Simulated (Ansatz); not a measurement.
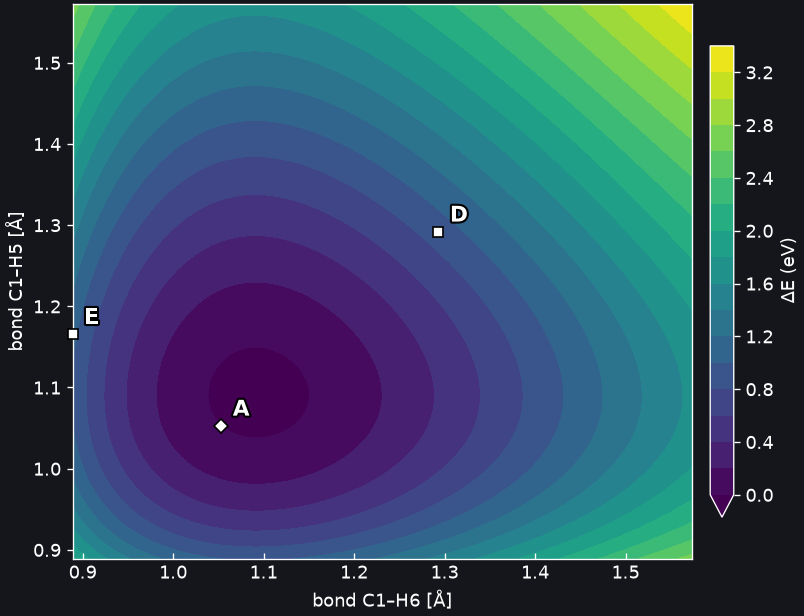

CH2FOSi, SMILES [CH2-][Si](=O)F, charge −1. Two internal coordinates are moved rigidly from the geometry relaxed at PBE0-D4/def2-TZVP, all others fixed. First axis: bond C1–H6. Second axis: bond C1–H5. Grid: 7 × 7 points. Points are written as (first, second). All energies are given in eV relative to the lowest grid point. Theory: RKS PBE-D4/def2-TZVPPD in Ansatz 0.2.0.

Drawn: filled contours, lettered points. Between grid points the surface is interpolated.

> Is D the lowest point of the computed grid?

No. D lies 0.89 eV above the lowest grid point, which is at (1.053 Å, 1.053 Å).

> Rank the lettered points by energy, lowest first.

A (0.00 eV), D (0.89 eV), E (1.06 eV).
